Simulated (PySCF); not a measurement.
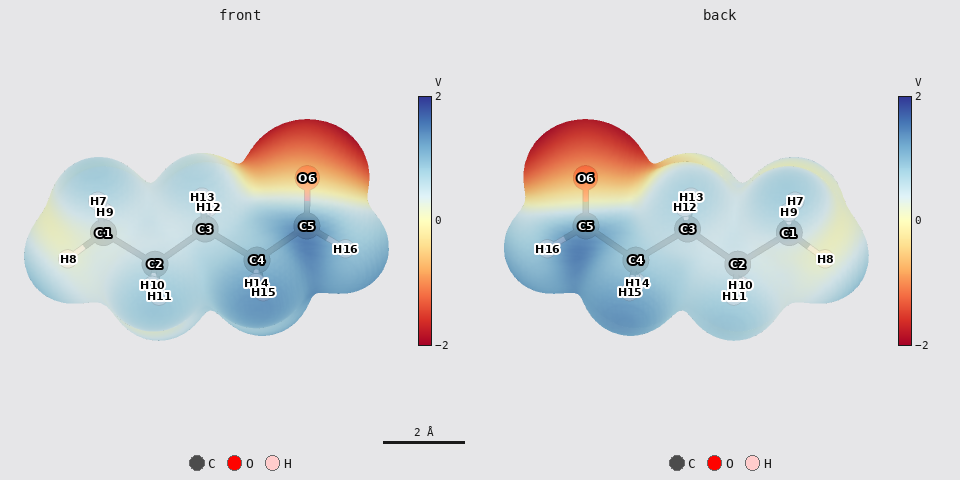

Figure. C$_{5}$H$_{10}$O (SMILES CCCCC=O). The electrostatic potential painted on the density surface at 0.004 e/bohr³, seen from the front and from behind; red is negative and blue positive.

Geometry: PBE0-D3(BJ)/def2-SVP.

Theory: PySCF 2.14.0, PBE0/pcSseg-1, SCF density, gas phase, non-relativistic.

```yaml
atoms:
  - { symbol: C, position_ang: [-2.3801, 0.2800, -0.2062] }
  - { symbol: C, position_ang: [-1.1255, -0.3014, 0.4250] }
  - { symbol: C, position_ang: [0.1558, 0.1969, -0.2273] }
  - { symbol: C, position_ang: [1.4145, -0.3810, 0.3902] }
  - { symbol: C, position_ang: [2.6909, 0.1276, -0.2150] }
  - { symbol: O, position_ang: [2.7520, 0.9412, -1.0975] }
  - { symbol: H, position_ang: [-2.3878, 1.3796, -0.1367] }
  - { symbol: H, position_ang: [-3.2922, -0.0916, 0.2844] }
  - { symbol: H, position_ang: [-2.4456, 0.0194, -1.2747] }
  - { symbol: H, position_ang: [-1.1049, -0.0575, 1.5024] }
  - { symbol: H, position_ang: [-1.1593, -1.4043, 0.3706] }
  - { symbol: H, position_ang: [0.1456, -0.0370, -1.3055] }
  - { symbol: H, position_ang: [0.2035, 1.2977, -0.1735] }
  - { symbol: H, position_ang: [1.4694, -0.1741, 1.4766] }
  - { symbol: H, position_ang: [1.4365, -1.4856, 0.3230] }
  - { symbol: H, position_ang: [3.6273, -0.3101, 0.2234] }
```

**Where is the surface potential most negative and most positive?**

The most negative region (about −1.9 V) lies over O6, the most positive (about +1.5 V) over the π face of C5. O6 is the likeliest acceptor of a hydrogen bond.

**How polar is the molecule by this calculation?**

Its dipole moment is 2.69 D.
